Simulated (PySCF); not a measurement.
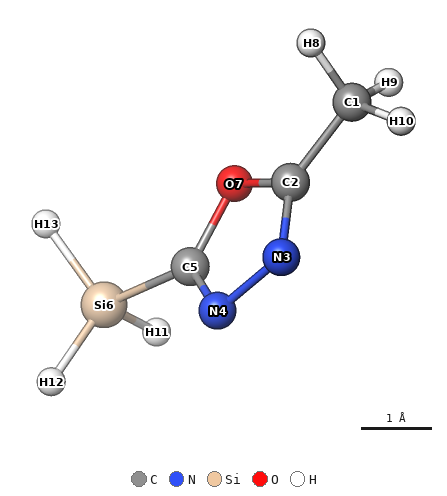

*The input geometry (ball-and-stick view, seen at a tilt; atoms are numbered from 1 in the order of the input).*

# Run report: C3H6N2OSi, excited-state calculation

- system: C3H6N2OSi, SMILES Cc1nnc([SiH3])o1
- method: TDA PBE0/6-31G, vertical, gas phase, core orbitals frozen in the response (PySCF 2.14.0)

The geometry comes from this level: GFN2-xTB. It belongs to a series of runs on one base structure; here: PBE0/6-31G; 12 states, TDA; aux def2-qzvpp-jkfit.

**Input**
```
{"job": {"kind": "uv", "xc": "PBE0", "basis": "6-31G", "nstates": 12, "ntriplets": 0, "tda": true, "scf": {"aux": "def2-qzvpp-jkfit"}}, "charge": 0, "multiplicity": 1}
C     -2.544183     0.100416     0.402526
C     -1.204032    -0.169109    -0.156946
N     -0.914399    -0.827948    -1.230682
N      0.428320    -0.814167    -1.354075
C      0.908239    -0.150753    -0.352552
Si     2.704021     0.198645     0.064889
O     -0.089516     0.292126     0.455053
H     -2.807666     1.146782     0.251250
H     -2.549440    -0.103191     1.471488
H     -3.269666    -0.528784    -0.103018
H      3.072271    -0.674585     1.180798
H      3.488062    -0.068366    -1.132605
H      2.773601     1.599420     0.486146
```

The first line tells a small driver script what to run in PySCF; the rest is the geometry in Å.

Run on 1 CPU thread, shared host.

Command:
```bash
OMP_NUM_THREADS=1 python <driver script> task.json out
```

**Output**
```
final grid: 110976 points
cycle   1  E = -591.4059180690  dE =  1.365e+00  |g| = 4.926e-01  |ddm| = 3.791e+00
cycle   2  E = -591.3596932068  dE =  4.622e-02  |g| = 7.099e-01  |ddm| = 1.274e+00
cycle   3  E = -591.4666105077  dE = -1.069e-01  |g| = 8.663e-02  |ddm| = 6.394e-01
cycle   4  E = -591.4674256332  dE = -8.151e-04  |g| = 6.491e-02  |ddm| = 1.287e-01
cycle   5  E = -591.4683193342  dE = -8.937e-04  |g| = 1.672e-02  |ddm| = 7.463e-02
cycle   6  E = -591.4683786485  dE = -5.931e-05  |g| = 1.830e-03  |ddm| = 1.429e-02
cycle   7  E = -591.4683794844  dE = -8.358e-07  |g| = 6.628e-04  |ddm| = 2.999e-03
cycle   8  E = -591.4683795780  dE = -9.361e-08  |g| = 2.990e-04  |ddm| = 8.973e-04
cycle   9  E = -591.4683795979  dE = -1.992e-08  |g| = 4.745e-05  |ddm| = 3.219e-04
cycle  10  E = -591.4683795985  dE = -6.171e-10  |g| = 1.370e-05  |ddm| = 7.775e-05
converged SCF energy = -591.4683795985

Static polarisability (au): isotropic 62.878, principal 43.645 60.294 84.695

Singlet excitations
state   eV       nm        f      main configurations
  1   5.3388    232.2   0.00032   H->L 0.99
  2   6.7177    184.6   0.01565   H-2->L 0.96
  3   6.9299    178.9   0.20843   H->L+1 0.45, H-1->L 0.44
  4   6.9670    178.0   0.24139   H-1->L 0.48, H->L+1 0.31, H->L+2 0.15
  5   7.5765    163.6   0.03575   H->L+2 0.77, H->L+1 0.20
  6   7.8502    157.9   0.00148   H-1->L+2 0.69, H-1->L+1 0.27
  7   7.9432    156.1   0.02245   H-3->L 0.39, H-1->L+1 0.37, H-1->L+2 0.18
  8   8.1327    152.5   0.00031   H-2->L+1 0.76, H-2->L+2 0.20
  9   8.3028    149.3   0.01124   H->L+3 0.95
 10   8.5914    144.3   0.00018   H-1->L+3 0.88
 11   8.7086    142.4   0.00328   H-4->L 0.51, H-5->L 0.27, H-6->L 0.18
 12   8.8273    140.5   0.01632   H-6->L 0.60, H-4->L 0.23
```

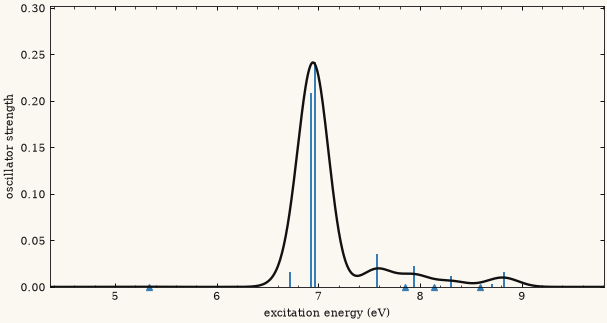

*Computed excitations as sticks (degenerate states added up, dark ones marked on the axis), with a Gaussian envelope of 0.35 eV full width at half maximum, scaled to the tallest.*

Of the 12 states the lowest lies at 5.34 eV (f = 0.000); the strongest line is at 6.97 eV, or 178 nm (f = 0.241).

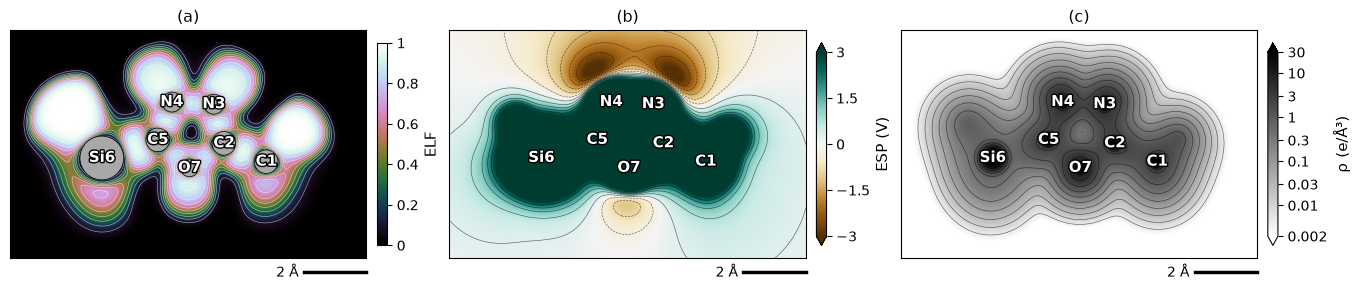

*(a) electron localisation function; (b) molecular electrostatic potential; (c) electron density on the plane of atoms Si6, C5 and O7. Grey discs, where drawn, cover atomic cores.*

C–O (1.35 Å): ρ at the midpoint is about 2.2 e/Å³, with its minimum of 1.8 e/Å³ about 0.5 Å from C; the ELF peaks at about 0.85 between the atoms, which marks a shared but strongly polarised pair. C–C (1.48 Å): ρ is about 1.7 e/Å³ halfway; the ELF peaks at about 0.95 between the atoms (a covalent bond).

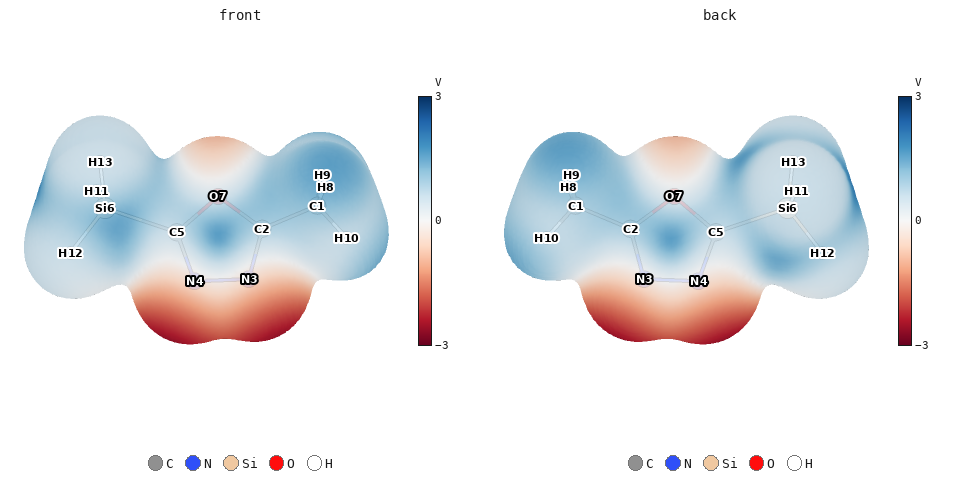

*The electrostatic potential painted on the density surface at 0.004 e/bohr³, seen at a tilt and from behind; red is negative and blue positive.*

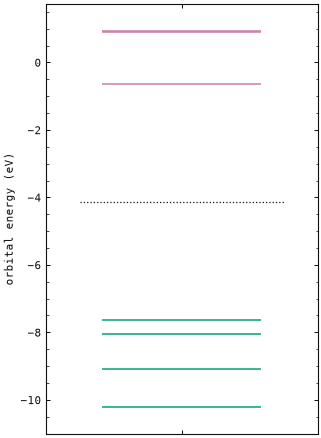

*Orbital energies near the frontier; the dotted line parts filled from empty levels, and levels within 0.02 eV of each other stand side by side.*

Highest filled −7.63 eV, lowest empty −0.65 eV, 6.98 eV apart.

**Key numbers**

```csv
quantity,value
outcome,converged
total energy,−591.468380 hartree
HOMO,−7.63 eV
LUMO,−0.65 eV
dipole moment,3.40 D
mean polarisability,62.88 a.u.
lowest excitation,5.34 eV
wall time,18 s
peak memory,0.51 GiB
```

**Notes**

Settings chosen away from the usual ones: PBE0/6-31G; 12 states, TDA; aux def2-qzvpp-jkfit.
